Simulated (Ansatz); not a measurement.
# RbSbS3 (model cell, started as cubic perovskite with Sb in the octahedra): a soft mode frozen in

Wanted: the energy along a soft mode of RbSbS3 (model cell, started as cubic perovskite with Sb in the octahedra) and the structure at the end.

Program: Ansatz 0.2.0. Level of theory: DFT PBEsol, scalar-relativistic, plane waves, PAW; PAW set soft_1. Results are calculated unless marked as measured.

The structure was built from a prototype and need not be the compound's stable phase.

### 1. Set-up

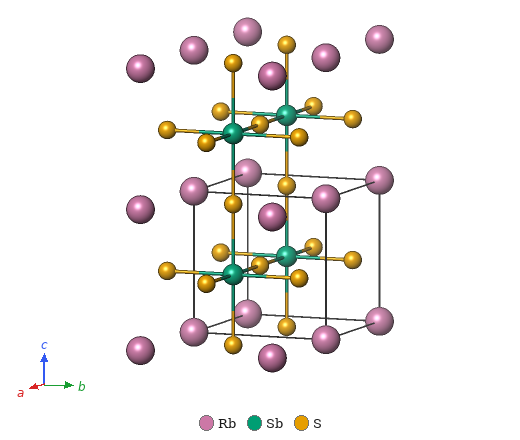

Start, viewed slightly off an axis; rubidium pink, antimony teal, sulfur orange. 2×1×2 cells are drawn. Some periodic images of atoms are drawn too.

Structure file:

```cif
data_structure
_symmetry_space_group_name_H-M 'P 1'
_symmetry_Int_Tables_number 1
_cell_length_a 5.0714
_cell_length_b 5.0714
_cell_length_c 5.0714
_cell_angle_alpha 90.000
_cell_angle_beta 90.000
_cell_angle_gamma 90.000
_cell_volume 130.43
loop_
_atom_site_label
_atom_site_type_symbol
_atom_site_fract_x
_atom_site_fract_y
_atom_site_fract_z
_atom_site_occupancy
Rb1 Rb 0.00000 0.00000 0.00000 1
Sb2 Sb 0.50000 0.50000 0.50000 1
S3 S 0.50000 0.50000 0.00000 1
S4 S 0.50000 0.00000 0.50000 1
S5 S 0.00000 0.50000 0.50000 1
```

### 2. The dispersion

The cell comes from relaxations at this level that are not shown. Stability and thermal properties need the whole zone. Linear response on a 2×2×2 q mesh gives force constants as far as a supercell of that size would.

input.yaml

```yaml
crystal:
  lattice:
    - [5.0714313962, 0.0, 0.0]
    - [0.0, 5.0714313962, 0.0]
    - [0.0, 0.0, 5.0714313962]
  atoms:
    - { symbol: Rb, position: [0.0, 0.0, 0.0] }
    - { symbol: Sb, position: [0.5, 0.5, 0.5] }
    - { symbol: S, position: [0.5, 0.5, 0.0] }
    - { symbol: S, position: [0.5, 0.0, 0.5] }
    - { symbol: S, position: [0.0, 0.5, 0.5] }
kpoints:
  mp_grid: { grid: [8, 8, 8] }
hamiltonian:
  xc: pbesol
  pseudopotentials: { kind: paw, azcp: { folder: soft_1 }, xc_functional: pbe }
scf:
  occupations: { method: methfessel_paxton, width: 0.2 }
output:
  eigenvalues: true
phonons:
  method: dfpt
  qmesh: [2, 2, 2]
  temperatures: { t_max: 1000, t_step: 50 }
  qpath:
    path:
      - [[0.0, 0.0, 0.0], [0.0, 0.5, 0.0], [0.5, 0.5, 0.0], [0.0, 0.0, 0.0], [0.5, 0.5, 0.5], [0.0, 0.5, 0.0]]
      - [[0.5, 0.5, 0.5], [0.5, 0.5, 0.0]]
    npoints: 10
```

Launch:

```
ansatz run input.yaml --threads 8 --pin off --max-ram 16384MiB --backend cpu --events-out ev --progress --plain --runs-dir out
```

Numbers of over 12 decimals in the logs are rounded to 6 here.

What it wrote:

```text
Engine: ansatz 0.2.0, aarch64-unknown-linux-gnu
Pseudopotentials: kind: paw
Pseudopotential: Rb, paw, valence charge 9, recommended cutoff 420 eV (normal), soft_1/Rb.paw.azcp
Pseudopotential: Sb, paw, valence charge 15, recommended cutoff 420 eV (normal), soft_1/Sb.paw.azcp
Pseudopotential: S, paw, valence charge 6, recommended cutoff 420 eV (normal), soft_1/S.paw.azcp
Functional definition: PBEsol
  exchange = pbesol_x
  correlation = pbesol_c
Crystal: 5 atoms, lattice volume = 130.434 Å³
Basis set: ecut = 420 eV, 2517 PW (Γ), exchange–correlation on 72×72×72 points (8 copies of the dense FFT grid, shifted against one another)
Bands: 26, of which v1, the nominal top of the filled ones, is band 21 counted from 1 (20 counted from 0)
Symmetry: 48 space group operations
k-points: 35 of 512
Non-local potential: Rb, projectors of the file, l = 0: 3, l = 1: 2, l = 2: 2
Non-local potential: Sb, projectors of the file, l = 0: 2, l = 1: 2, l = 2: 2, l = 3: 1
Non-local potential: S, projectors of the file, l = 0: 2, l = 1: 2, l = 2: 1
PAW form: soft (Blöchl's): semilocal exchange-correlation on the pseudo side does not see the compensation charge
PAW frozen core: Rb, regenerated for the run's functional, and the local potential with it (the file was generated under x = pbe(κ = 0.804, μ = 0.219515), c = pbe(β = 0.066725))
PAW frozen core: Sb, regenerated for the run's functional, and the local potential with it (the file was generated under x = pbe(κ = 0.804, μ = 0.219515), c = pbe(β = 0.066725))
PAW frozen core: S, regenerated for the run's functional, and the local potential with it (the file was generated under x = pbe(κ = 0.804, μ = 0.219515), c = pbe(β = 0.066725))
PAW one-centre angular grid: Rb, 110 points (default); XC on 64 Gauss nodes
PAW one-centre angular grid: Sb, 590 points (default); XC on 64 Gauss nodes
PAW one-centre angular grid: S, 110 points (default); XC on 64 Gauss nodes
Initial density: superposition of atomic densities (chi_scale 0.1, normalization cell, long waves kept (reshape's long-wave potential 0.00 eV rms))
Initial wavefunctions: pseudopotential atomic-orbital guess
Functional: x = pbesol(κ = 0.804, μ = 0.123457), c = pbesol(β = 0.046)
SCF iter   1: F=—  HF=-12282.881126 eV  |F-HF|=—  |Δ(HF+E_count)|=         —  Δρ=3.30e-2  dr2=3.92e0  ethr=3.10e-3  ⟨swp⟩=7.3  Hψ=4844  notcnv=0
preconditioner: auto → Kerker (q_TF=auto, 2.259 Å⁻¹)  [metal: Δε(μ)=0.035 eV  Ē_g=10.461 eV  σ=0.200 eV  W_gap=0.15  n_scr=26 (ndim 8)  ℏωp=17.8 eV  f_vac=0.000  D(μ)=2.54/eV (n_scr^D=18)]
SCF iter   2: F=—  HF=-12282.048637 eV  |F-HF|=—  |Δ(HF+E_count)|=   8.32e-1  S|Δr|=    0.00e0  Δρ=2.01e-2  dr2=1.81e0  ethr=3.10e-3  ⟨swp⟩=3.3  Hψ=1604  notcnv=0  defer=15
SCF iter   3: F=—  HF=-12281.386704 eV  |F-HF|=—  |Δ(HF+E_count)|=   6.62e-1  S|Δr|=    0.00e0  Δρ=6.89e-3  dr2=1.66e-1  ethr=3.10e-3  ⟨swp⟩=3.9  Hψ=2142  notcnv=0  defer=13
SCF iter   4: F=—  HF=-12281.328301 eV  |F-HF|=—  |Δ(HF+E_count)|=   5.84e-2  S|Δr|=    0.00e0  Δρ=2.80e-3  dr2=3.15e-2  ethr=3.94e-4  ⟨swp⟩=2.5  Hψ=1288  notcnv=0  defer=4
SCF iter   5: F=—  HF=-12281.317765 eV  |F-HF|=—  |Δ(HF+E_count)|=   1.05e-2  S|Δr|=    0.00e0  Δρ=9.26e-4  dr2=2.04e-3  ethr=7.51e-5  ⟨swp⟩=2.2  Hψ=1408  notcnv=0  defer=4
SCF iter   6: F=—  HF=-12281.318306 eV  |F-HF|=—  |Δ(HF+E_count)|=   5.41e-4  S|Δr|=    0.00e0  Δρ=3.84e-4  dr2=3.30e-4  ethr=4.86e-6  ⟨swp⟩=2.0  Hψ=1652  notcnv=0  defer=3
SCF iter   7: F=—  HF=-12281.318265 eV  |F-HF|=—  |Δ(HF+E_count)|=   4.11e-5  S|Δr|=    0.00e0  Δρ=6.22e-5  dr2=4.57e-6  ethr=7.86e-7  ⟨swp⟩=2.0  Hψ=1507  notcnv=0  defer=3
SCF iter   8: F=—  HF=-12281.318282 eV  |F-HF|=—  |Δ(HF+E_count)|=   1.71e-5  S|Δr|=    0.00e0  Δρ=1.54e-5  dr2=5.04e-7  ethr=1.09e-8  ⟨swp⟩=2.8  Hψ=1746  notcnv=0  defer=3
SCF iter   9: F=—  HF=-12281.318281 eV  |F-HF|=—  |Δ(HF+E_count)|=   1.08e-6  S|Δr|=    0.00e0  Δρ=4.39e-6  dr2=5.44e-8  ethr=1.20e-9  ⟨swp⟩=2.0  Hψ=1305  notcnv=0  defer=6
SCF iter  10: F=—  HF=-12281.318281 eV  |F-HF|=—  |Δ(HF+E_count)|=   3.14e-8  S|Δr|=    0.00e0  Δρ=1.17e-6  dr2=3.76e-9  ethr=1.30e-10  ⟨swp⟩=2.2  Hψ=1417  notcnv=0  defer=6
SCF iter  11: F=—  HF=-12281.318281 eV  |F-HF|=—  |Δ(HF+E_count)|=   2.91e-9  S|Δr|=    0.00e0  Δρ=3.09e-7  dr2=1.84e-10  ethr=8.96e-12  ⟨swp⟩=2.3  Hψ=1379  notcnv=0  defer=6
SCF iter  12: F=-12281.318281 eV  HF=-12281.318281 eV  |F-HF|=3.64e-12  |Δ(HF+E_count)|=  2.33e-10  S|Δr|=    0.00e0  Δρ=5.36e-8  dr2=4.33e-12  ethr=1.00e-12  ⟨swp⟩=10.7  Hψ=6825  notcnv=0
SCF 1 converged in 12 iterations: F = -12281.318281 eV  dr2 = 4.33e-12
  greatest PAW one-centre occupation: 0.997 electrons in one spin orbital (limit 2), on the Sb atom at site 1 (counted from 0), in its partial waves of l = 2
Initial density: read from a saved state, or passed on in memory by an earlier SCF of this step, an earlier step, the calling program or the single point that the run made first
iter 1 solved again at ethr=4.17e-7 eV; its pass at ethr=3.10e-3 eV (dr2=1.75e-4 eV) is discarded
SCF iter   1: F=—  HF=-12281.318286 eV  |F-HF|=—  |Δ(HF+E_count)|=         —  Δρ=8.51e-7  dr2=1.01e-9  ethr=4.17e-7  ⟨swp⟩=3.3  Hψ=7867  notcnv=0
eigensolver tolerance schedule: the retry pair's looser diagonalisation over-reported the residual by 173277.13 of it (diagonalisation noise at an unbounded share of the residual, at the tolerance the schedule requests for it); recorded, not acted on — ethr = c·dr2/N_el stays at c = 1.0e-1
preconditioner: auto → Kerker (q_TF=auto, 2.259 Å⁻¹)  [metal: Δε(μ)=0.046 eV  Ē_g=9.981 eV  σ=0.200 eV  W_gap=0.19  n_scr=26 (ndim 8)  ℏωp=17.8 eV  f_vac=0.009  D(μ)=3.58/eV (n_scr^D=26)]
SCF iter   2: F=—  HF=-12281.318281 eV  |F-HF|=—  |Δ(HF+E_count)|=   4.95e-6  S|Δr|=    0.00e0  Δρ=4.10e-7  dr2=1.93e-10  ethr=2.41e-12  ⟨swp⟩=4.9  Hψ=3205  notcnv=0
SCF iter   3: F=—  HF=-12281.318281 eV  |F-HF|=—  |Δ(HF+E_count)|=  5.64e-11  S|Δr|=    0.00e0  Δρ=2.67e-7  dr2=8.79e-11  ethr=1.00e-12  ⟨swp⟩=1.0  Hψ=910  notcnv=0
SCF iter   4: F=—  HF=-12281.318281 eV  |F-HF|=—  |Δ(HF+E_count)|=  1.82e-11  S|Δr|=    0.00e0  Δρ=1.53e-7  dr2=3.04e-11  ethr=1.00e-12  ⟨swp⟩=1.0  Hψ=910  notcnv=0
SCF iter   5: F=-12281.318281 eV  HF=-12281.318281 eV  |F-HF|=3.64e-12  |Δ(HF+E_count)|=  1.46e-11  S|Δr|=    0.00e0  Δρ=5.39e-8  dr2=4.33e-12  ethr=1.00e-12  ⟨swp⟩=4.4  Hψ=3556  notcnv=0
SCF 2 converged in 5 iterations: F = -12281.318281 eV  dr2 = 4.33e-12
phonons: the bands overlap, so this run is a metal and interpolates without the dipole-dipole term. If the crystal is really an insulator or semiconductor, its LO-TO splitting is missing
NSCF: frozen V_eff on 35 k-points
NSCF: frozen V_eff on 125 k-points
DFPT response loops at q = (0, 0, 0) (fractional): preconditioner auto → Kerker (q_TF=auto, 2.259 Å⁻¹) (partly filled bands, converged f_vac=0.009); β = 1.00, the filter's whole step (`scf.mixing.beta` (0.50) is not read by the response loops under this deck's `scf.mixing.preconditioner`; to damp them name `kerker` or `kerker_dos`, under which they read `scf.mixing.beta`, and type it under 1.00, their step now; both keys bind the ground state too); Broyden in place of MSR1
NSCF: frozen V_eff on 250 k-points
DFPT response loops at q = (0, 0, -0.5) (fractional): mixed as the last ones told, above
NSCF: frozen V_eff on 250 k-points
DFPT response loops at q = (0, -0.5, -0.5) (fractional): mixed as the last ones told, above
NSCF: frozen V_eff on 250 k-points
DFPT response loops at q = (-0.5, -0.5, -0.5) (fractional): mixed as the last ones told, above
SCF converged after 12 iterations
Stability not checked: this state was not tested for a lower state beside it, because cold or Methfessel-Paxton smearing, or corrected tetrahedra, fill the levels in a way that the test cannot read (fill_not_monotonic; see scf.lower_state_search)
Free energy (F): -12281.318281 eV
Harris-Foulkes:  -12281.318281 eV  (|F-HF|=3.64e-12)
Internal energy: -12281.320559 eV  (E = F + TS)
E sigma→0 (E₀):  -12281.318850 eV
Entropy (-TS):   0.002279 eV (0.456 meV/atom)
Fermi energy:    5.352366 eV
--- Per-component energies (eV) ---
  E_band       = -293.873927
  E_kinetic    = 658.676972
  E_local      = -2912.579718  (includes V_loc(G=0)·N_el)
  E_nonlocal   = 685.035889
  E_hartree    = 1083.949540
  E_xc         = -483.870953
  E_vxc        = -465.684206  (∫ρ·V_xc dr)
  E_paw        = -8818.040582  (= ΣΔE_a)
  E_vpaw       = -427.222025  (= ΣTr[D̂ρ^β])
  E_aug_tail   = 0.000114  (compensation charges beyond the density's cutoff)
  E_ewald      = -2495.133196
  E_core_change = 0.641374  (= ΣΔE_core)
  E_smearing   = 0.002279  (= −TS)
  E_closure    = 0.000000  (closes the sum)
  Σ components = -12281.318281   (vs F -12281.318281, Δ=0.00e0)
--- Band table (eV; the first three rows and the last of 35) ---
  k-point 0: bands = [... 17 lower, 4.6660, 4.6660, 4.8534, 4.8534, 4.8534, 9.9656, 10.5503, 10.5503, ... 1 higher]
  k-point 1: bands = [... 17 lower, 4.5984, 4.5993, 4.7738, 4.8057, 4.8057, 10.2181, 10.6221, 10.7927, ... 1 higher]
  k-point 2: bands = [... 17 lower, 4.4126, 4.4487, 4.6976, 4.7281, 4.7281, 10.7003, 10.8298, 10.9702, ... 1 higher]
  k-point 34: bands = [... 17 lower, 4.0075, 5.7565, 5.7565, 5.7565, 6.7422, 6.7422, 6.7422, 9.0167, ... 1 higher]
--- Phonons (Γ-DFPT): 4 representative perturbations + reference (Σ response iterations 12) ---
  ASR residual: 1.620e-5 → 0.000e0 eV/Å²; symmetrization residual: 1.615e-6 eV/Å²
  ASR residual per site (eV/Å²): 1.62e-5 1.35e-6 7.67e-6 7.67e-6 7.67e-6
  Γ frequencies (cm⁻¹): -79.32 -79.32 -79.32 -4.77 -4.77 -4.77 0.00 0.00 0.00 75.53 75.53 75.53 199.65 199.65 199.65
--- Phonons (arbitrary-q DFPT): 4 irreducible q on the 2×2×2 mesh ---
  q = [0.0000, 0.0000, 0.0000] (star 1, of the zone-centre solve; hermiticity 8.05e-7, symmetrization 1.95e-11): -79.32 -79.32 -79.32 -4.77 -4.77 -4.77 -0.00 -0.00 0.00 75.53 75.53 75.53 199.65 199.65 199.65
  q = [0.0000, 0.0000, -0.5000] (star 3, 9 solved perturbations in 975 linear systems a pass and spin channel, the states on 125 of 512 k-point pairs; hermiticity 1.05e-6, symmetrization 8.47e-12): -125.77 -111.96 -74.23 -74.23 -58.74 -58.74 51.84 51.84 64.05 64.94 64.94 150.16 212.13 212.13 243.24
  q = [0.0000, -0.5000, -0.5000] (star 3, 9 solved perturbations in 975 linear systems a pass and spin channel, the states on 125 of 512 k-point pairs; hermiticity 8.45e-7, symmetrization 1.35e-13): -120.31 -120.31 -73.81 -73.81 -53.25 -28.47 37.26 58.57 64.80 64.80 151.28 151.28 218.53 224.32 245.32
  q = [-0.5000, -0.5000, -0.5000] (star 1, 4 solved perturbations in 350 linear systems a pass and spin channel, the states on 125 of 512 k-point pairs; hermiticity 2.89e-7, symmetrization 1.48e-11): -71.59 -71.59 -71.59 -62.20 -62.20 -62.20 67.39 67.39 67.39 151.11 151.11 151.11 219.53 219.53 270.03
  sum rule: each row above includes the acoustic sum rule's correction from the zone centre's row sums; it moved no ω² by more than (0.26 cm⁻¹)²
  mesh force constants: q→R imaginary residual 2.72e-18; ASR residual 1.620e-5 → 0.000e0 eV/Å²; symmetrization residual 6.217e-15 eV/Å²
  interpolated dispersion: 62 rows × 15 modes
  density of states and harmonic sums: on the 12×12×12 q-mesh, interpolated from the force constants of a 2×2×2 supercell (no non-analytic term)
  largest difference from the sums on the solved wave vectors: F 6.50e-2 eV, S 9.71e-5 and C_V 3.23e-5 eV/K
  zero-point energy: 0.072775 eV/cell   skipped modes (ω ≤ 0): 507, of them read as no rigid motion or as one in doubt: 504 (6.000e0 modes/cell left out, lowest -125.77 cm⁻¹)   left out of the sums: 4.00e-1 of the cell's modes: C_V's classical limit lies that fraction below 3 k_B per atom; for a crystal, a wire or a layer, F and S can be off by more, and a phonons.interpolated_qmesh denser along its periods is the remedy for the sampling
```

Elapsed: 96 s, on 8 threads of Arm Neoverse V2, shared host; peak memory 1.4 GiB; 12 min of CPU time.

This step gave:

```yaml
volume_per_atom: 26.09 Å³
gap_on_the_k_mesh: 0 eV
sum_rule_residual_before_enforcement: 1.62e-5 eV/Å²
lowest_frequency_on_the_path: -125.8 cm⁻¹
point_group: m-3m
highest_frequency_on_the_path_or_at_a_solved_wavevector: 270.0 cm⁻¹
highest_optical_mode_at_the_zone_centre_no_lo_to_term: 199.7 cm⁻¹
lowest_optical_zone_centre_mode: -79.32 cm⁻¹
lowest_mode_on_the_q_mesh_acoustic_modes_at_gamma_apart: -125.8 cm⁻¹
```

Frequencies (cm⁻¹) solved at each irreducible wavevector; negative means imaginary. Frequencies by wavevector, by row:

```csv
q in reciprocal lattice units,star,mode 1,mode 2,mode 3,mode 4,mode 13,mode 14,mode 15
0 0 0,1,-79.3,-79.3,-79.3,-4.8,199.7,199.7,199.7
0 0 -0.5,3,-125.8,-112,-74.2,-74.2,212.1,212.1,243.2
0 -0.5 -0.5,3,-120.3,-120.3,-73.8,-73.8,218.5,224.3,245.3
-0.5 -0.5 -0.5,1,-71.6,-71.6,-71.6,-62.2,219.5,219.5,270
```

Interpolated from a 2×2×2 q mesh. Phonon branches along the path, in cm⁻¹:

```csv
point,branch 1,branch 2,branch 3,branch 4,branch 12,branch 13,branch 14,branch 15
Γ,-79,-79,-79,-5,76,200,200,200
X,-126,-112,-74,-74,150,212,212,243
M,-120,-120,-74,-74,151,218,224,245
Γ,-79,-79,-79,-5,76,200,200,200
R,-72,-72,-72,-62,151,220,220,270
X,-126,-112,-74,-74,150,212,212,243
jump to R,-72,-72,-72,-62,151,220,220,270
M,-120,-120,-74,-74,151,218,224,245
```

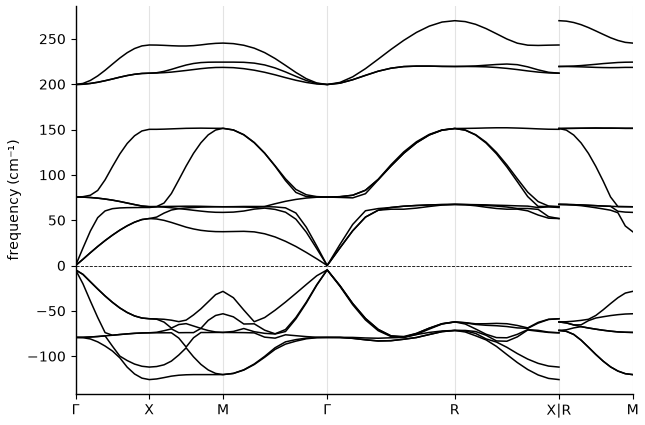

Phonon branches along the path.

Symmetry leaves 4 wavevectors to solve. The lowest mode among them, the acoustic zeros apart, lies at q = (0, 0, -0.5) and is imaginary, 125.8i cm⁻¹, so the energy falls along it.

### 3. The mode frozen in, largest atomic shift 0 Å

The mode followed lies at q = (0, -0.5, -0.5) with frequency 120.3i cm⁻¹ and is 2-fold degenerate, one of the unstable modes though not the softest. At small amplitude the distorted cell has space group no. 10 by a symmetry search on the positions. The undistorted cell that holds it gives the zero of energy on the same k mesh.

System of this step: RbSbS3 (model cell, started as cubic perovskite with Sb in the octahedra). Symmetry: Pm-3m, No. 221, cubic system. Conventional cell: a = 5.071 Å, b = 5.071 Å, c = 5.071 Å, α = 90.00°, β = 90.00°, γ = 90.00°. Nearest to Rb lie 12 S at 3.59 Å. Sb has 6 S at 2.54 Å nearest. S has 2 Sb at 2.54 Å and 4 Rb at 3.59 Å nearest. S has 2 Sb at 2.54 Å and 4 Rb at 3.59 Å nearest. Farther neighbours and most contacts between anions are not listed.

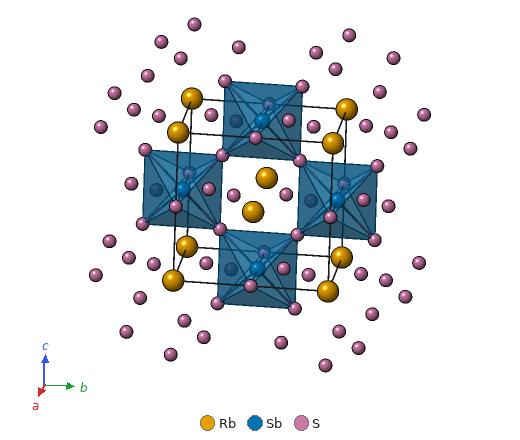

The cell of this step (rubidium orange, antimony blue, sulfur pink). Some periodic images of atoms are drawn too.

input.yaml

```yaml
crystal:
  lattice:
    - [-5.0714313962, 0.0, 0.0]
    - [0.0, -5.0714313962, -5.0714313962]
    - [0.0, -5.0714313962, 5.0714313962]
  atoms:
    - { symbol: Rb, position: [0.0, 0.5, 0.5] }
    - { symbol: Rb, position: [0.0, 1.0, 1.0] }
    - { symbol: Sb, position: [0.5, 0.0, 0.5] }
    - { symbol: Sb, position: [0.5, 0.5, 0.0] }
    - { symbol: S, position: [0.5, 0.75, 0.75] }
    - { symbol: S, position: [0.5, 0.25, 0.25] }
    - { symbol: S, position: [0.5, 0.75, 0.25] }
    - { symbol: S, position: [0.5, 0.25, 0.75] }
    - { symbol: S, position: [1.0, 0.0, 0.5] }
    - { symbol: S, position: [1.0, 0.5, 0.0] }
kpoints:
  mp_grid: { grid: [8, 6, 6] }
hamiltonian:
  xc: pbesol
  pseudopotentials: { kind: paw, azcp: { folder: soft_1 }, xc_functional: pbe }
scf:
  occupations: { method: methfessel_paxton, width: 0.2 }
output:
  forces: true
  stress: true
  eigenvalues: true
```

What it wrote:

```text
[...]
Crystal: 10 atoms, lattice volume = 260.869 Å³
Basis set: ecut = 420 eV, 5061 PW (Γ), exchange–correlation on 72×96×96 points (8 copies of the dense FFT grid, shifted against one another)
Bands: 52, of which v1, the nominal top of the filled ones, is band 42 counted from 1 (41 counted from 0)
Symmetry: 32 space group operations
[...]
k-points: 50 of 288
[...]
k-point 0: bands = [... 38 lower, 4.6715, 4.8539, 4.8557, 4.8557, 5.7224, 7.2850, 7.5367, 7.5367, ... 6 higher]
  k-point 1: bands = [... 38 lower, 4.6809, 4.7532, 4.8029, 4.8677, 5.5892, 6.2852, 8.0345, 8.6151, ... 6 higher]
  k-point 2: bands = [... 38 lower, 4.6568, 4.6593, 4.6621, 4.9535, 5.3494, 5.3562, 9.1407, 9.8282, ... 6 higher]
  k-point 49: bands = [... 38 lower, 3.9945, 3.9945, 5.7237, 5.7237, 7.2879, 7.2879, 7.5371, 7.5371, ... 6 higher]
[key lines of the parts left out:]
SCF converged after 9 iterations
Free energy (F): -24562.642996 eV
Fermi energy:    5.358997 eV
P = ⅓ Tr σ = -0.1194 GPa (-1.194 kbar)
```

Elapsed: 4.9 s, on 8 threads; peak memory 1.1 GiB; 37 s of CPU time.

This step gave:

```
pressure                         : -0.1194 GPa
energy from the undistorted cell : 0 meV/atom
```

The run ends at a pressure of -0.12 GPa.

### 4. The mode frozen in, largest atomic shift 0.45 Å

The atoms are moved along the unstable eigenvector, the largest shift by 0.45 Å, with the cell fixed.

input.yaml, the sections that differ from step 3:

```yaml
crystal:
  lattice:
    - [-5.0714313962, 0.0, 0.0]
    - [0.0, -5.0714313962, -5.0714313962]
    - [0.0, -5.0714313962, 5.0714313962]
  atoms:
    - { symbol: Rb, position: [0.0, 0.5015725119, 0.4963061559] }
    - { symbol: Rb, position: [0.0, 0.9984274881, 1.0036938441] }
    - { symbol: Sb, position: [0.5, -0.0028227303, 0.4933693818] }
    - { symbol: Sb, position: [0.5, 0.5028227303, 0.0066306182] }
    - { symbol: S, position: [0.5, 0.75, 0.75] }
    - { symbol: S, position: [0.5, 0.25, 0.25] }
    - { symbol: S, position: [0.5, 0.75, 0.25] }
    - { symbol: S, position: [0.5, 0.25, 0.75] }
    - { symbol: S, position: [1.0, 0.0245762177, 0.5577297501] }
    - { symbol: S, position: [1.0, 0.4754237823, -0.0577297501] }
# kpoints, hamiltonian, scf, output: as in step 3
```

What it wrote:

```text
[...]
Crystal: 10 atoms, lattice volume = 260.869 Å³
Basis set: ecut = 420 eV, 5061 PW (Γ), exchange–correlation on 72×96×96 points (8 copies of the dense FFT grid, shifted against one another)
Bands: 52, of which v1, the nominal top of the filled ones, is band 42 counted from 1 (41 counted from 0)
Symmetry: 4 space group operations
[...]
k-points: 100 of 288
[...]
k-point 0: bands = [... 38 lower, 4.7269, 4.8200, 4.9883, 5.0619, 5.7696, 7.2146, 7.4823, 7.5518, ... 6 higher]
  k-point 1: bands = [... 38 lower, 4.6549, 4.7606, 4.9852, 5.0061, 5.6279, 6.3519, 7.9264, 8.5719, ... 6 higher]
  k-point 2: bands = [... 38 lower, 4.5564, 4.8043, 4.8604, 5.0242, 5.3897, 5.5208, 9.0481, 9.6864, ... 6 higher]
  k-point 99: bands = [... 38 lower, 4.2744, 4.4065, 5.5085, 5.6805, 6.7926, 6.8969, 7.7567, 7.8247, ... 6 higher]
[key lines of the parts left out:]
SCF converged after 11 iterations
Free energy (F): -24562.774378 eV
Fermi energy:    5.435496 eV
P = ⅓ Tr σ = -0.2013 GPa (-2.013 kbar)
```

Elapsed: 10 s, on 8 threads; peak memory 1.4 GiB; 78 s of CPU time.

Numbers from this step:

- pressure: -0.2013 GPa
- energy from the undistorted cell: -13.10 meV/atom

The energy, extrapolated to zero smearing, is -13.10 meV/atom against the undistorted cell.

The run ends at a pressure of -0.20 GPa, with forces up to 0.22 eV/Å.

[end of part 1 of 3]

[Logs are printed without paths, hosts, clocks, repeated set-up lines and the standing remarks that a program may print on its own settings, such as how far it seeks lower states.]

[Hosts, paths, dates, database ids (printed as entryN), source tags and the programs' standing remarks are cut or masked in the printed files.]
